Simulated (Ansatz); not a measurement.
**Hypothetical NiAs type KH: response to strain**

The reference is KH in the NiAs type structure (space group P6_3/mmc, No. 194; a hypothetical phase, not in the database extracts checked).

```xyz
4
Lattice="3.8546 0.0000 0.0000 -1.9273 3.3381 0.0000 0.0000 0.0000 6.8263" Properties=species:S:1:pos:R:3 pbc="T T T"
K      0.0000     0.0000     0.0000
K      0.0000     0.0000     3.4132
H      0.0000     2.2254     1.7066
H      1.9273     1.1127     5.1197
```

Cartesian axes are those of the cell as printed.

Strains are applied to the cell and any free atomic positions relax; under biaxial strain the out-of-plane vector relaxes too.

The values are results of Ansatz (a first-principles code) PBEsol, spin-orbit coupling left out, not measurements.

Notes on the quantities. in-plane stress: mean in-plane stress (compression positive).

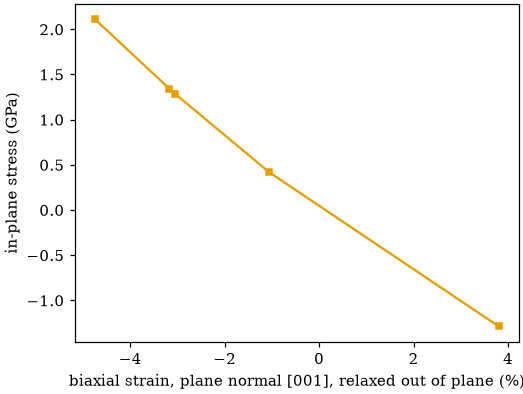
Figure: in-plane stress against biaxial strain, plane normal [001], relaxed out of plane

| biaxial strain, plane normal [001], relaxed out of plane (%) | in-plane stress |
|---|---|
| -4.74 | +2.1 GPa |
| -3.17 | +1.3 GPa |
| -3.05 | +1.3 GPa |
| -1.06 | +0.4 GPa |
| 3.8 | -1.3 GPa |

No phonon test of stability was made.
